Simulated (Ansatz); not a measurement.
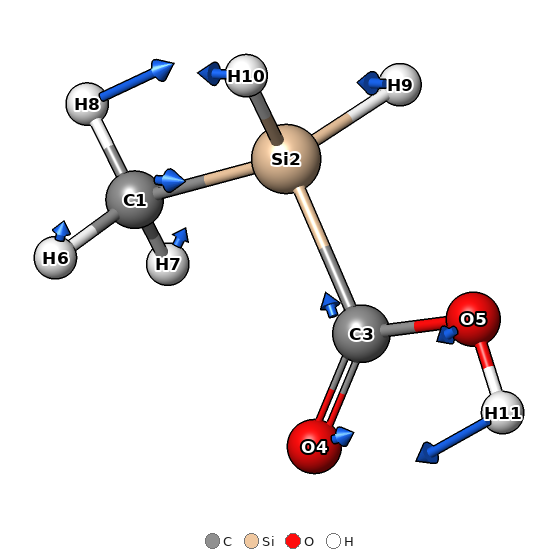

The arrows show one normal mode. Harmonic vibrations computed with RKS PBE0-D4/def2-TZVP (Ansatz 0.2.0) at a stationary point of the same level.

Question: Estimate its harmonic wavenumber.

Answer: 688 cm⁻¹; it is mode 9 of 27 counted from the lowest.
